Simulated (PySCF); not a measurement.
Process, species as SMILES: S (H2S) + H+ → [SH3+]
B3LYP-D3(BJ)/def2-TZVP geometries, fixed; electronic energies without zero-point terms; positive where energy is released.
Largest species:
```
S
H 1 1.3577
H 1 1.3577 2 94.35
H 1 1.3577 2 94.35 3 -94.71
```
Charge +1, spin multiplicity 1.

Basis-set convergence of the proton affinity at PBE with PySCF. All functions are spherical. Density fitting with generated auxiliary sets. No added dispersion term, no relativity. Functions are those of the species that has most. Reference: the value in aug-pcseg-3, 175.06 kcal/mol, itself unsure by roughly 0.06 kcal/mol (its mean distance from aug-cc-pV(Q+d)Z, def2-QZVPPD, pcseg-3). Deviations are taken from unrounded values. Cost is core time over that of cc-pV(T+d)Z, rough, on shared machines of one kind; a dash marks a row that isn't timed (too short, read off another run, short of memory, by another algorithm or on other hardware).

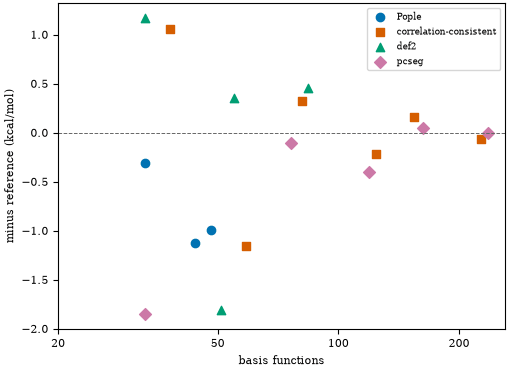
Figure: Deviation from the reference against the number of basis functions, by family of sets.

```
basis            functions  proton affinity (kcal/mol)  minus reference (kcal/mol)  cost
---------------  ---------  --------------------------  --------------------------  ----
6-31G**                 33                      174.75                       -0.31     -
def2-SVP                33                      176.23                        1.17     -
pcseg-1                 33                      173.21                       -1.85     -
cc-pV(D+d)Z             38                      176.11                        1.05     -
6-311G**                44                      173.93                       -1.13     -
6-311+G**               48                      174.07                       -0.99  0.5×
def2-SVPD               51                      173.25                       -1.81     -
def2-TZVP               55                      175.41                        0.35  0.6×
aug-cc-pV(D+d)Z         59                      173.91                       -1.16  0.6×
pcseg-2                 76                      174.95                       -0.11  0.8×
cc-pV(T+d)Z             81                      175.38                        0.32    1×
def2-TZVPP              84                      175.52                        0.46  0.9×
aug-pcseg-2            119                      174.66                       -0.40    1×
aug-cc-pV(T+d)Z        124                      174.84                       -0.22    2×
cc-pV(Q+d)Z            154                      175.22                        0.16    2×
pcseg-3                163                      175.11                        0.05    2×
aug-cc-pV(Q+d)Z        227                      174.99                       -0.07    4×
aug-pcseg-3            236                      175.06                        0.00    5×
```
